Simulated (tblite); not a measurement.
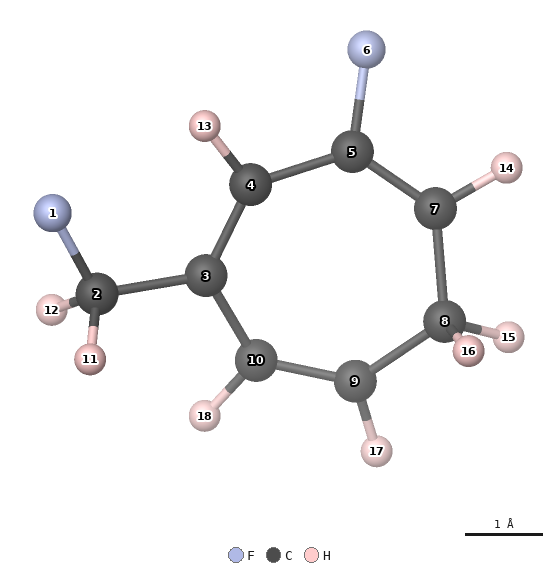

This is the input geometry for a relaxation of C8H8F2. A ball-and-stick model, seen at a tilt.

Level of theory: GFN2-xTB geometry optimisation, gas phase (tblite 0.8.0).

```xyz
18

F     3.2749    0.9289   -0.1726
C     2.5838   -0.2068    0.1242
C     1.1001   -0.0021    0.1723
C     0.5703    1.2300   -0.0561
C    -0.8057    1.6357   -0.0428
F    -1.0024    2.9718    0.0601
C    -1.8878    0.8856   -0.2561
C    -1.9873   -0.5895   -0.4408
C    -0.9501   -1.4574    0.2076
C     0.3252   -1.1951    0.4912
H     2.8510   -0.9577   -0.6253
H     2.9510   -0.5558    1.1095
H     1.2475    2.0506   -0.2390
H    -2.8336    1.4123   -0.2986
H    -2.9618   -0.8859   -0.0125
H    -2.0551   -0.8271   -1.5017
H    -1.3204   -2.4397    0.4872
H     0.8917   -1.9917    0.9817
```

### Predict the outcome.

The largest move after the best rigid fit is that of H16, 0.90 Å. Largest moves by element: H 0.90 Å, F 0.38 Å, C 0.30 Å. Some distances before and after: C8–H15 1.105 → 1.087 Å, C10–H18 1.094 → 1.082 Å, C3–C10 1.458 → 1.446 Å, C2–H12 1.108 → 1.097 Å. Bond angles that change, for instance: C7–C8–C9 118.2° → 105.4°, C5–C7–C8 129.1° → 120.3°, C8–C9–C10 129.8° → 121.9°. Groups turn about C8–C9 by about 45°, C7–C8 by about 40°. The energy falls by 0.237 eV in 75 geometry steps.

The structure at the end:

```xyz
18

F     3.1993    0.8182   -0.4394
C     2.4995   -0.2803   -0.0176
C     1.0229   -0.0148    0.1063
C     0.5190    1.2124   -0.1444
C    -0.8573    1.5768    0.0431
F    -1.0439    2.8683    0.4206
C    -1.9309    0.7963   -0.1162
C    -1.7829   -0.5869   -0.6634
C    -1.0344   -1.3518    0.3843
C     0.2509   -1.1092    0.6523
H     2.6868   -1.0743   -0.7518
H     2.9256   -0.5760    0.9491
H     1.1912    2.0217   -0.3954
H    -2.9108    1.1700    0.1371
H    -2.7538   -1.0343   -0.8621
H    -1.2006   -0.5608   -1.5894
H    -1.5655   -2.1211    0.9258
H     0.7764   -1.7482    1.3497
```

The end point in the same view:

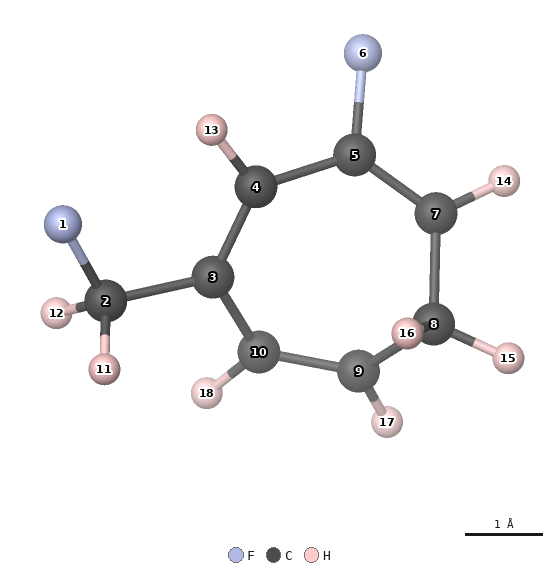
